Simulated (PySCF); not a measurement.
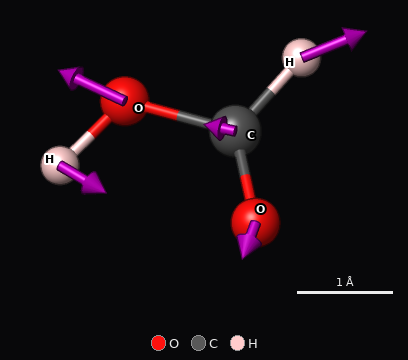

This is a relaxation of CH2O2. The starting structure is drawn; purple arrows show the displacements, 20 times their true length. The two geometries are superimposed by the best rigid fit.

A ball-and-stick model, seen at a tilt.

The start comes from GFN2-xTB. Its atoms were then displaced at random by about 0.01 Å.

The calculation used PBE0-D3(BJ)/def2-SVP geometry optimisation, gas phase (PySCF 2.14.0, density-fitted response routines). 

**Describe the change and its energy.**

After 6 geometry steps the energy has fallen by 11.3 kJ/mol. The atom that moves furthest after the best rigid fit is an O atom (0.043 Å). Largest moves by element: O 0.043 Å, H 0.038 Å, C 0.019 Å. Among the contacts that change: C–H 1.070 → 1.110 Å, C–O 1.166 → 1.196 Å, C–O 1.308 → 1.332 Å, H–O 0.983 → 0.971 Å. Bond angles that change, for instance: C–O–H 111.7° → 107.1°, O–C–H 127.1° → 125.1°.
